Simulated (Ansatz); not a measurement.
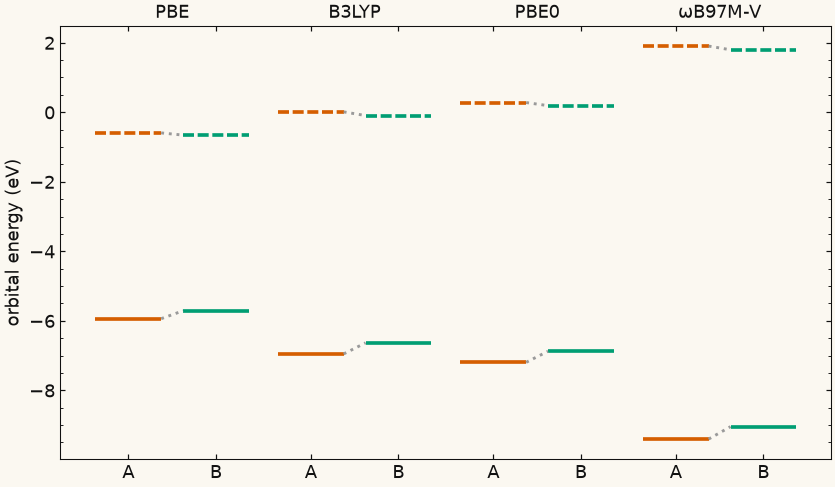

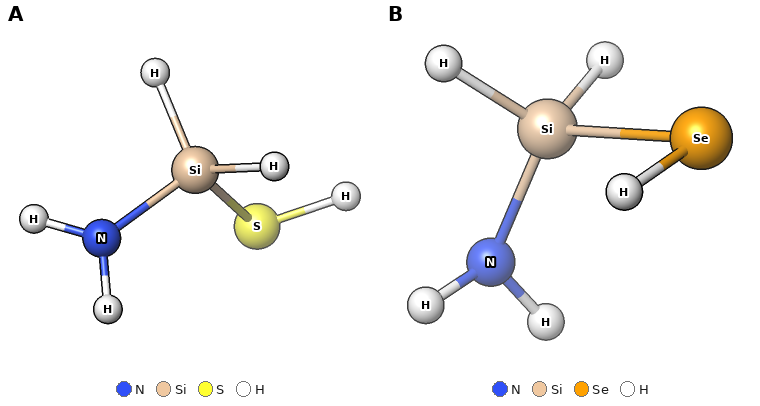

One change: A, SiNH₅S (SMILES N[SiH2]S), becomes B, SiNH₅Se (SMILES N[SiH2][SeH]). SH on Si is replaced by SeH. HOMO (solid) and LUMO (dashed) computed in def2-TZVPP at PBE0-D4/def2-TZVP geometries, both minima by their frequencies, gas phase, the Ansatz code. Empty levels above zero depend strongly on the basis.

What does the change do to HOMO and LUMO?

PBE: the HOMO rises by 0.23 eV, the LUMO falls by 0.06 eV, and the separation goes from 5.34 to 5.05 eV. B3LYP: the HOMO rises by 0.32 eV, the LUMO falls by 0.11 eV, and the separation goes from 6.96 to 6.54 eV. PBE0: the HOMO rises by 0.32 eV, the LUMO falls by 0.09 eV, and the separation goes from 7.47 to 7.07 eV. ωB97M-V: the HOMO rises by 0.36 eV, the LUMO falls by 0.11 eV, and the separation goes from 11.31 to 10.84 eV.

Do the functionals agree on the effect?

They agree on the direction for both levels; the HOMO shift lies between 0.23 and 0.36 eV and the LUMO shift between −0.11 and −0.06 eV, while the separations themselves differ by up to 6.0 eV between functionals.
